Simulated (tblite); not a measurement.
**Saddle-point search, with input and output: C4H10SSi**

System: C4H10SSi, SMILES C1CSCC[SiH2]1.
Method: GFN2-xTB saddle search (eigenvector following) and harmonic vibrations, gas phase (tblite 0.8.0).

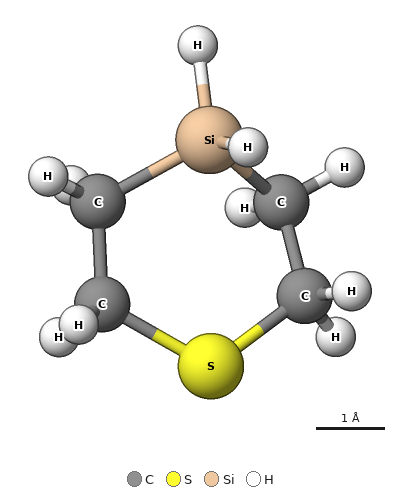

*The structure as given in the input (ball-and-stick view, seen at a tilt).*

### The input
```
{"job": {"xc": "GFN2-xTB", "basis": "xTB", "kind": "saddle"}, "charge": 0, "multiplicity": 1}
C      1.455434     0.008377    -0.508961
C      1.451560    -0.904503     0.698821
S     -0.185559    -1.526746     1.278222
C     -1.620344    -0.745206     0.398104
C     -1.437902     0.475395    -0.497940
Si     0.200157     1.416074    -0.281754
H      2.473562     0.378064    -0.636884
H      1.211009    -0.565818    -1.404460
H      1.873206    -0.385934     1.561272
H      2.034444    -1.809418     0.518764
H     -2.070551    -1.567613    -0.159978
H     -2.277417    -0.506100     1.233338
H     -1.486409     0.159569    -1.541815
H     -2.289973     1.137440    -0.340008
H      0.338991     2.401086    -1.355250
H      0.329790     2.035333     1.038528
```

The first line tells a small driver script what to run in tblite; the rest is the geometry in Å.

Hardware: 1 CPU thread, shared host.

Command:
```bash
OMP_NUM_THREADS=1 python <driver script> task.json out
```

### The program's output
```
step      E/eV     max force
  0    -506.47048   0.0501
  1    -506.47366   0.0737
  2    -506.47574   0.1059
  3    -506.47787   0.0779
  4    -506.47906   0.0472
  5    -506.47973   0.0414
  6    -506.48004   0.0077
  7    -506.48007   0.0037
lowest wavenumbers (cm-1): -161.5 61.3 182.3 239.8 316.0 413.2
```

### Trajectory as extended XYZ (Å, eV, eV/Å), 8 frames, from step=0 to step=7
```
16
Properties=species:S:1:pos:R:3:forces:R:3 step=0 energy=-506.47048
C     1.4554    0.0084   -0.5090    0.0050  -0.0030   0.0140
C     1.4516   -0.9045    0.6988   -0.0040   0.0140  -0.0100
S    -0.1856   -1.5267    1.2782    0.0010  -0.0090  -0.0030
C    -1.6203   -0.7452    0.3981    0.0210   0.0070  -0.0330
C    -1.4379    0.4754   -0.4979   -0.0150   0.0090   0.0470
Si    0.2002    1.4161   -0.2818    0.0040   0.0070  -0.0020
H     2.4736    0.3781   -0.6369   -0.0020  -0.0010  -0.0070
H     1.2110   -0.5658   -1.4045   -0.0040  -0.0040  -0.0080
H     1.8732   -0.3859    1.5613    0.0000   0.0020  -0.0010
H     2.0344   -1.8094    0.5188    0.0040  -0.0190   0.0060
H    -2.0706   -1.5676   -0.1600    0.0070   0.0050   0.0030
H    -2.2774   -0.5061    1.2333   -0.0170   0.0220   0.0140
H    -1.4864    0.1596   -1.5418    0.0030  -0.0250  -0.0170
H    -2.2900    1.1374   -0.3400    0.0090  -0.0140  -0.0130
H     0.3390    2.4011   -1.3552   -0.0060   0.0140   0.0020
H     0.3298    2.0353    1.0385   -0.0060  -0.0060   0.0070
16
Properties=species:S:1:pos:R:3:forces:R:3 step=1 energy=-506.47366
C     1.4513    0.0187   -0.5115    0.0010  -0.0020   0.0040
C     1.4532   -0.9117    0.6832    0.0040  -0.0090   0.0090
S    -0.1856   -1.4938    1.3059    0.0170   0.0130  -0.0080
C    -1.6218   -0.7279    0.4159   -0.0230   0.0120  -0.0070
C    -1.4262    0.4564   -0.5232   -0.0360  -0.0040  -0.0320
Si    0.1920    1.4213   -0.2624   -0.0110   0.0050  -0.0010
H     2.4692    0.3876   -0.6421    0.0000   0.0020   0.0010
H     1.1997   -0.5430   -1.4136    0.0020   0.0050   0.0030
H     1.9077   -0.4144    1.5424   -0.0090  -0.0160  -0.0190
H     2.0094   -1.8294    0.4788   -0.0160   0.0160   0.0020
H    -2.0923   -1.5629   -0.1071    0.0070   0.0240   0.0160
H    -2.2656   -0.4437    1.2498    0.0160  -0.0020  -0.0270
H    -1.4202    0.0949   -1.5566   -0.0020   0.0190   0.0700
H    -2.2991    1.1062   -0.4306    0.0540  -0.0490  -0.0110
H     0.3326    2.4382   -1.3064   -0.0010  -0.0060   0.0110
H     0.2956    2.0036    1.0775   -0.0040  -0.0070  -0.0120
16
Properties=species:S:1:pos:R:3:forces:R:3 step=2 energy=-506.47574
C     1.4563    0.0360   -0.5066    0.0080  -0.0180   0.0090
C     1.4532   -0.9253    0.6647    0.0250  -0.0160   0.0180
S    -0.1870   -1.4698    1.3237    0.0320   0.0150  -0.0100
C    -1.6274   -0.7113    0.4359   -0.0530   0.0150  -0.0150
C    -1.4180    0.4356   -0.5452   -0.0560  -0.0170  -0.0290
Si    0.1809    1.4235   -0.2512   -0.0160  -0.0070  -0.0030
H     2.4728    0.4156   -0.6169   -0.0060  -0.0020   0.0020
H     1.2199   -0.5053   -1.4258    0.0050   0.0110   0.0160
H     1.9407   -0.4631    1.5270   -0.0300  -0.0370  -0.0520
H     1.9787   -1.8543    0.4252   -0.0390   0.0570   0.0130
H    -2.1263   -1.5547   -0.0490    0.0270   0.0590   0.0300
H    -2.2495   -0.3815    1.2716    0.0370  -0.0170  -0.0680
H    -1.3717    0.0353   -1.5642   -0.0050   0.0280   0.1020
H    -2.3032    1.0754   -0.5056    0.0730  -0.0650  -0.0070
H     0.3246    2.4541   -1.2806    0.0000   0.0000   0.0040
H     0.2561    1.9900    1.0969   -0.0020  -0.0060  -0.0110
16
Properties=species:S:1:pos:R:3:forces:R:3 step=3 energy=-506.47787
C     1.4639    0.0532   -0.5008    0.0160  -0.0220  -0.0010
C     1.4502   -0.9387    0.6462    0.0300  -0.0010   0.0080
S    -0.1879   -1.4546    1.3335    0.0150   0.0050  -0.0020
C    -1.6325   -0.6955    0.4551   -0.0490   0.0110  -0.0110
C    -1.4102    0.4150   -0.5616   -0.0440  -0.0180  -0.0140
Si    0.1706    1.4244   -0.2454   -0.0060  -0.0070  -0.0020
H     2.4790    0.4448   -0.5842   -0.0240  -0.0120   0.0020
H     1.2490   -0.4669   -1.4381    0.0080   0.0180   0.0330
H     1.9629   -0.5121    1.5116   -0.0220  -0.0310  -0.0450
H     1.9474   -1.8742    0.3752   -0.0320   0.0510   0.0090
H    -2.1594   -1.5410    0.0050    0.0270   0.0510   0.0240
H    -2.2317   -0.3244    1.2902    0.0380  -0.0200  -0.0650
H    -1.3326   -0.0196   -1.5634   -0.0020   0.0200   0.0750
H    -2.3026    1.0443   -0.5664    0.0440  -0.0430  -0.0040
H     0.3143    2.4647   -1.2647    0.0000   0.0000   0.0010
H     0.2195    1.9809    1.1077    0.0020  -0.0040  -0.0080
16
Properties=species:S:1:pos:R:3:forces:R:3 step=4 energy=-506.47906
C     1.4678    0.0636   -0.4958    0.0070  -0.0120   0.0020
C     1.4473   -0.9459    0.6357    0.0190   0.0080  -0.0020
S    -0.1883   -1.4539    1.3330   -0.0110  -0.0060   0.0060
C    -1.6348   -0.6865    0.4660   -0.0240   0.0020  -0.0040
C    -1.4052    0.4032   -0.5685   -0.0290  -0.0030  -0.0200
Si    0.1648    1.4260   -0.2428   -0.0040  -0.0070  -0.0050
H     2.4815    0.4604   -0.5635   -0.0110  -0.0050   0.0020
H     1.2652   -0.4439   -1.4420    0.0040   0.0090   0.0140
H     1.9711   -0.5412    1.5036   -0.0040  -0.0110  -0.0190
H     1.9300   -1.8819    0.3459   -0.0110   0.0200   0.0010
H    -2.1798   -1.5293    0.0351    0.0130   0.0230   0.0130
H    -2.2181   -0.2926    1.3005    0.0220  -0.0090  -0.0300
H    -1.3083   -0.0511   -1.5589   -0.0020   0.0140   0.0450
H    -2.3021    1.0241   -0.5995    0.0300  -0.0250  -0.0020
H     0.3071    2.4685   -1.2596    0.0000   0.0020  -0.0020
H     0.2019    1.9803    1.1108    0.0010   0.0000   0.0030
16
Properties=species:S:1:pos:R:3:forces:R:3 step=5 energy=-506.47973
C     1.4741    0.0775   -0.4881    0.0130  -0.0130  -0.0060
C     1.4444   -0.9560    0.6223    0.0230  -0.0020   0.0030
S    -0.1904   -1.4534    1.3335    0.0020  -0.0010  -0.0050
C    -1.6385   -0.6751    0.4798   -0.0240   0.0020   0.0040
C    -1.4001    0.3880   -0.5788   -0.0050  -0.0120   0.0120
Si    0.1567    1.4272   -0.2414    0.0000  -0.0050   0.0010
H     2.4858    0.4836   -0.5321   -0.0210  -0.0100   0.0020
H     1.2916   -0.4128   -1.4479    0.0060   0.0120   0.0250
H     1.9849   -0.5811    1.4938   -0.0180  -0.0150  -0.0310
H     1.9074   -1.8937    0.3058   -0.0150   0.0310   0.0110
H    -2.2073   -1.5155    0.0752    0.0180   0.0310   0.0140
H    -2.1999   -0.2503    1.3144    0.0200  -0.0150  -0.0330
H    -1.2827   -0.0901   -1.5542    0.0020   0.0000   0.0100
H    -2.3006    0.9996   -0.6395    0.0000  -0.0030  -0.0020
H     0.2984    2.4719   -1.2562    0.0000   0.0010   0.0000
H     0.1763    1.9801    1.1135    0.0010  -0.0010  -0.0050
16
Properties=species:S:1:pos:R:3:forces:R:3 step=6 energy=-506.48004
C     1.4774    0.0858   -0.4831    0.0020  -0.0030   0.0000
C     1.4415   -0.9623    0.6133    0.0040   0.0000   0.0010
S    -0.1913   -1.4492    1.3370    0.0020   0.0010   0.0000
C    -1.6399   -0.6682    0.4884   -0.0030   0.0010  -0.0010
C    -1.3967    0.3787   -0.5835   -0.0040  -0.0020  -0.0030
Si    0.1520    1.4282   -0.2402    0.0000  -0.0010  -0.0010
H     2.4870    0.4966   -0.5122   -0.0030  -0.0010   0.0010
H     1.3071   -0.3929   -1.4502    0.0010   0.0020   0.0040
H     1.9929   -0.6072    1.4850   -0.0030  -0.0030  -0.0060
H     1.8901   -1.9003    0.2805   -0.0030   0.0060   0.0020
H    -2.2196   -1.5067    0.0980    0.0020   0.0040   0.0020
H    -2.1904   -0.2276    1.3206    0.0030  -0.0020  -0.0050
H    -1.2653   -0.1141   -1.5497   -0.0010   0.0030   0.0070
H    -2.3001    0.9840   -0.6635    0.0050  -0.0040   0.0010
H     0.2927    2.4735   -1.2547    0.0000   0.0000   0.0000
H     0.1625    1.9815    1.1143    0.0000   0.0000  -0.0010
16
Properties=species:S:1:pos:R:3:forces:R:3 step=7 energy=-506.48007
C     1.4792    0.0893   -0.4809    0.0010  -0.0020  -0.0010
C     1.4406   -0.9649    0.6099    0.0020   0.0000   0.0000
S    -0.1916   -1.4493    1.3369    0.0000   0.0000   0.0000
C    -1.6405   -0.6655    0.4917   -0.0020   0.0000   0.0000
C    -1.3956    0.3751   -0.5855   -0.0020  -0.0010  -0.0010
Si    0.1501    1.4284   -0.2404    0.0000  -0.0010   0.0000
H     2.4880    0.5024   -0.5032   -0.0020  -0.0010   0.0000
H     1.3147   -0.3849   -1.4512    0.0010   0.0010   0.0030
H     1.9957   -0.6176    1.4822   -0.0020  -0.0010  -0.0030
H     1.8842   -1.9028    0.2705   -0.0020   0.0030   0.0010
H    -2.2258   -1.5030    0.1074    0.0020   0.0030   0.0010
H    -2.1859   -0.2181    1.3237    0.0020  -0.0010  -0.0030
H    -1.2600   -0.1231   -1.5482    0.0000   0.0010   0.0030
H    -2.2997    0.9782   -0.6718    0.0020  -0.0020   0.0000
H     0.2904    2.4735   -1.2550    0.0000   0.0000   0.0000
H     0.1563    1.9823    1.1139    0.0000   0.0000   0.0000
```

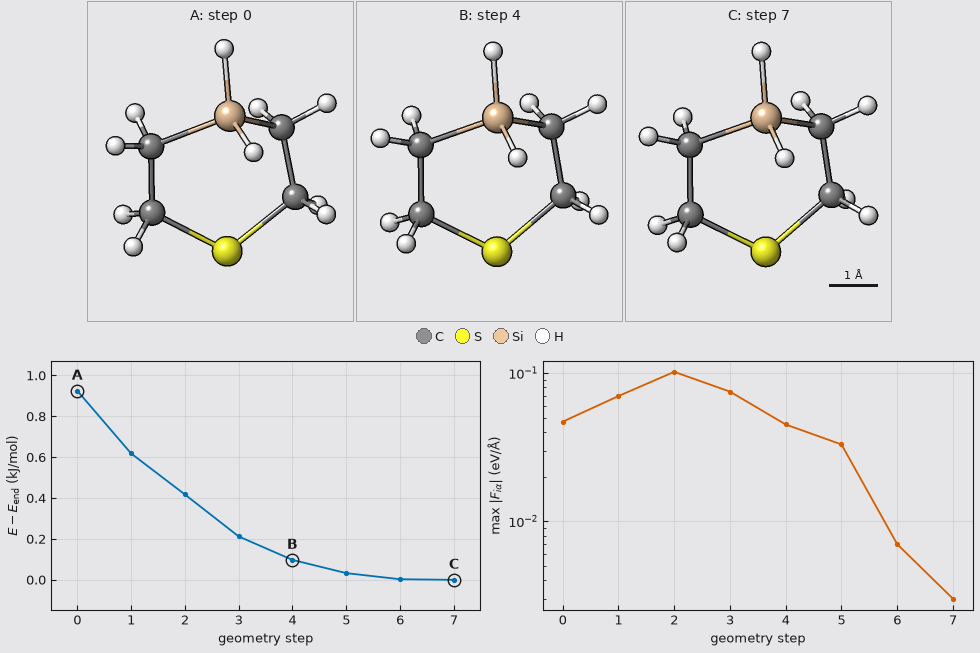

*Frames of the saddle-point search (ball-and-stick view, seen at a tilt) above the curves, on which the letters mark them (steps are counted from 0).*

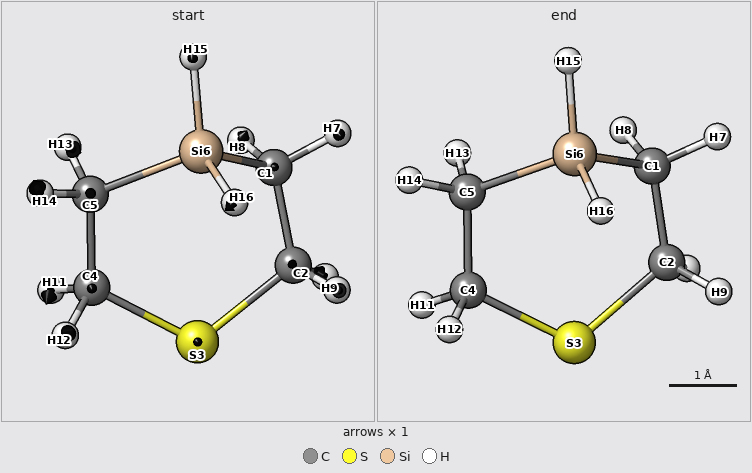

*Before (left) and after (right) the saddle-point search, at one scale (ball-and-stick view, seen at a tilt). The black arrows give the displacements, at true length.*

Over 7 geometry steps the energy falls by 0.93 kJ/mol. Largest force component: 0.047 eV/Å at the start, 0.003 eV/Å at the end. The largest move after the best rigid fit is that of H14, 0.37 Å. Largest moves by element: H 0.37 Å, C 0.14 Å, S 0.10 Å, Si 0.07 Å. Among the contacts that change: C4–C5 1.525 → 1.518 Å, C2–S3 1.845 → 1.851 Å, S3–C4 1.856 → 1.851 Å. Among the angles that change: C4–C5–Si6 115.6° → 112.5°, S3–C4–C5 121.5° → 119.2°, S3–C2–H9 104.8° → 102.6°. (Atoms are counted from 1 in the order of the input.)

### Summary

| quantity | value |
| --- | --- |
| outcome | converged |
| total energy | −506.4801 eV |
| point group | Cs |
| wall time | 2.9 s |
| peak memory | 0.2 GiB |
